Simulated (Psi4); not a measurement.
# UHF/aug-cc-pVTZ (density fitting, sweep point 11) run of C2H3Si (SMILES [C]#C[SiH3])

Aim: the vertical doublet–quartet gap of C2H3Si at UHF/aug-cc-pVTZ (density fitting, sweep point 11), from 2 runs. 

Program for the calculation: Psi4 1.11.

### 1 The structure to begin with

C2H3Si has 6 atoms, charge 0, and is taken as a doublet. As SMILES, `[C]#C[SiH3]`. Geometry: relaxed at PBE0-D4/def2-TZVP.

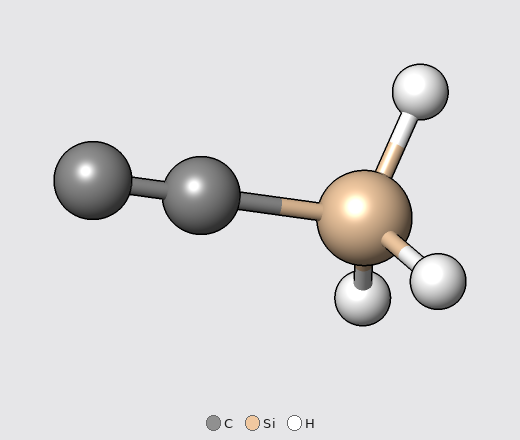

Viewed from a chosen angle; carbon grey, silicon light orange, hydrogen white.

### 2 The energy at UHF/aug-cc-pVTZ (density fitting, sweep point 11)

job.inp

```
memory 1600 MB

molecule m {
  0 2
  C      1.099800    -1.943700     1.067500
  C      0.563900    -0.994100     0.538900
  Si    -0.246300     0.437400    -0.257000
  H     -1.451000    -0.035700    -0.979200
  H      0.706200     1.059100    -1.207200
  H     -0.630600     1.412800     0.790800
  symmetry c1
}

set {
  basis     aug-cc-pVTZ
  reference uhf
  puream    true
  scf_type  df
  maxiter   150
}

energy('hf')
```

Run with:

```bash
psi4 -i job.inp -o job.out -n 1
```

job.out, shortened:

```text
[...]
  Running in c1 symmetry.
[...]
  Nuclear repulsion =   76.367132930564821
[...]
  Multiplicity = 2
[...]
  Nalpha       = 15
  Nbeta        = 14
[...]
    Number of basis functions: 211
[...]
   @DF-UHF iter   1:  -366.19762760436549   -9.84807e-01   1.84678e-03 DIIS/ADIIS
[...]
   @DF-UHF iter  12:  -366.30727331411578    4.70141e-08   8.91558e-07 DIIS
[...]
   @S^2 Observed:                1.155682215E+00
[...]
    Orbital Energies [Eh]
    ---------------------
    Alpha Occupied:
       1A    -68.798575     2A    -11.301219     3A    -11.224186
       4A     -6.146005     5A     -4.253201     6A     -4.251913
       7A     -4.251913     8A     -1.058959     9A     -0.773607
      10A     -0.639467    11A     -0.541978    12A     -0.502202
      13A     -0.502180    14A     -0.446083    15A     -0.446075
    Alpha Virtual:
      16A      0.032119    17A      0.045324    18A      0.050306
      19A      0.050306    20A      0.066280    21A      0.067833
      22A      0.067838    23A      0.098636    24A      0.098652
      25A      0.120066    26A      0.120094    27A      0.120129
[...]
  @DF-UHF Final Energy:  -366.30727331411578
   => Energetics <=
    Nuclear Repulsion Energy =             76.3671329305648214
    One-Electron Energy =                -655.8153652776259150
    Two-Electron Energy =                 213.1409590329453181
    Total Energy =                       -366.3072733141157755
  UHF NO Occupations:
  HONO-2 :   13  A 1.8947183
  HONO-1 :   14  A 1.8947133
[...]
 Multipole Moments:
 ------------------------------------------------------------------------------------
     Multipole            Electronic (a.u.)      Nuclear  (a.u.)        Total (a.u.)
 ------------------------------------------------------------------------------------
 L = 1.  Multiply by 2.5417464519 to convert [e a0] to [Debye]
 Dipole X            :          1.8229774           -1.8970314           -0.0740540
 Dipole Y            :         -3.2223069            3.3529337            0.1306268
 Dipole Z            :          1.7916169           -1.8642941           -0.0726772
 Magnitude           :                                                    0.1668212
[...]
```

Run time: 13 s. Hardware: 1 thread of AMD EPYC 7R43 (Zen 3), shared host; peak memory 0.46 GiB.

### 3 The quartet at the same level

calc.inp

```
memory 1600 mb

molecule geom {
  0 4
  C      1.099800    -1.943700     1.067500
  C      0.563900    -0.994100     0.538900
  Si    -0.246300     0.437400    -0.257000
  H     -1.451000    -0.035700    -0.979200
  H      0.706200     1.059100    -1.207200
  H     -0.630600     1.412800     0.790800
  symmetry c1
}

set globals {
  basis     aug-cc-pVTZ
  reference uhf
  puream    true
  scf_type  df
  maxiter   150
}

e_tot, wfn = energy('hf', return_wfn=True)
```

Run with:

```bash
psi4 calc.inp calc.out -n 1
```

calc.out, shortened:

```text
[...]
  Running in c1 symmetry.
[...]
  Nuclear repulsion =   76.367132930564821
[...]
  Multiplicity = 4
[...]
  Nalpha       = 16
  Nbeta        = 13
[...]
    Number of basis functions: 211
[...]
   @DF-UHF iter   1:  -365.90892643857916   -6.96106e-01   2.17204e-03 ADIIS/DIIS
[...]
   @DF-UHF iter  12:  -366.16167672487518   -6.77700e-07   6.38862e-07 DIIS
[...]
   @S^2 Observed:                3.874541998E+00
[...]
    Orbital Energies [Eh]
    ---------------------
    Alpha Occupied:
       1A    -68.791404     2A    -11.309660     3A    -11.254997
       4A     -6.137186     5A     -4.243873     6A     -4.243564
       7A     -4.243454     8A     -1.130443     9A     -0.794428
      10A     -0.666795    11A     -0.602146    12A     -0.563350
      13A     -0.506038    14A     -0.492791    15A     -0.463258
      16A     -0.251656
    Alpha Virtual:
      17A      0.032400    18A      0.044918    19A      0.050192
      20A      0.050589    21A      0.065919    22A      0.068402
      23A      0.069531    24A      0.092459    25A      0.102114
[...]
  @DF-UHF Final Energy:  -366.16167672487518
   => Energetics <=
    Nuclear Repulsion Energy =             76.3671329305648214
    One-Electron Energy =                -655.5308427341665265
    Two-Electron Energy =                 213.0020330787264982
    Total Energy =                       -366.1616767248751785
  UHF NO Occupations:
  HONO-2 :   14  A 1.0000000
  HONO-1 :   15  A 1.0000000
[...]
 Multipole Moments:
 ------------------------------------------------------------------------------------
     Multipole            Electronic (a.u.)      Nuclear  (a.u.)        Total (a.u.)
 ------------------------------------------------------------------------------------
 L = 1.  Multiply by 2.5417464519 to convert [e a0] to [Debye]
 Dipole X            :          1.9240281           -1.8970314            0.0269968
 Dipole Y            :         -3.3946344            3.3529337           -0.0417006
 Dipole Z            :          1.8767432           -1.8642941            0.0124491
 Magnitude           :                                                    0.0512128
[...]
```

Wall time 13 s (1 thread of AMD EPYC 7R43 (Zen 3), shared host); peak memory 0.46 GiB.

### 4 Summary of results

Level: UHF/aug-cc-pVTZ (density fitting, sweep point 11).

| quantity | value |
| --- | --- |
| doublet: total energy | -366.30727 Eh |
| doublet: dipole moment | 0.42 D |
| doublet: HOMO energy (highest over α and β) | -11.27 eV |
| doublet: LUMO energy (lowest over α and β) | 0.20 eV |
| doublet: ⟨S²⟩ | 1.156 |
| quartet: total energy | -366.16168 Eh |
| quartet: dipole moment | 0.13 D |
| quartet: HOMO energy (highest over α and β) | -6.85 eV |
| quartet: LUMO energy (lowest over α and β) | 0.16 eV |
| quartet: ⟨S²⟩ | 3.875 |
| vertical energy of the quartet above the doublet | 3.962 eV |

**Reading.** At this shape the quartet lies 3.96 eV (91 kcal/mol) above the doublet. ⟨S²⟩ (doublet) is 1.16 where a pure doublet has 0.75: the reference is spin-contaminated. ⟨S²⟩ (quartet) is 3.87 where a pure quartet has 3.75: the reference is spin-contaminated.
